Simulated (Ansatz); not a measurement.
```xyz
5

Ge   -0.0238   -0.0418    0.0466
H     0.0035    0.0058    1.5514
F     1.5557   -0.0055   -0.5815
F    -0.7821    1.3442   -0.5818
Cl   -1.0060   -1.7433   -0.7428
```

Theory: Ansatz, RHF/def2-SVP.

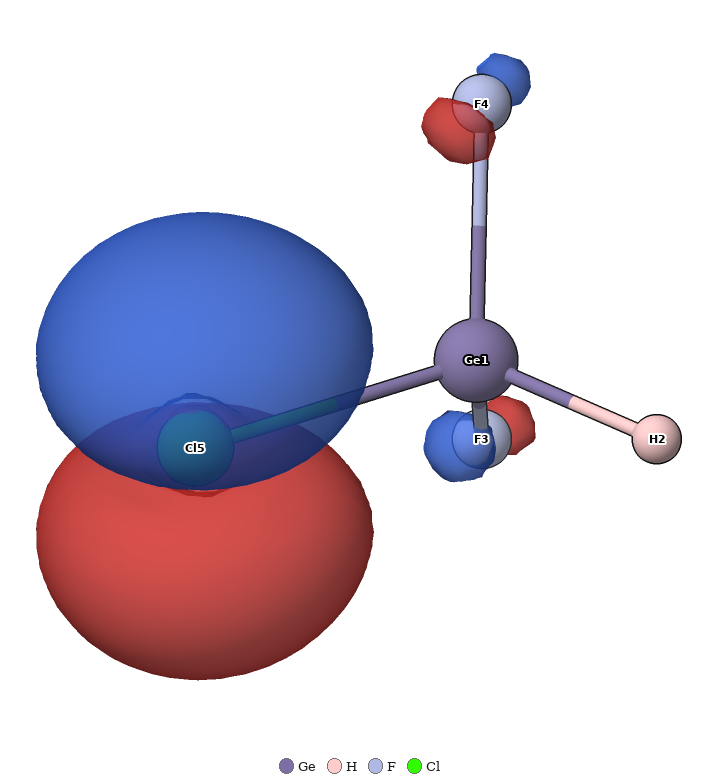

ClF$_{2}$GeH. The HOMO−1 at ±0.15 Å⁻³ᐟ² (blue and red are the two phases), seen at a tilt.

Describe this orbital and give its energy.

It lies mainly on Cl5 (about 90 %); largely a lone pair of Cl5. Its energy is −13.51 eV.
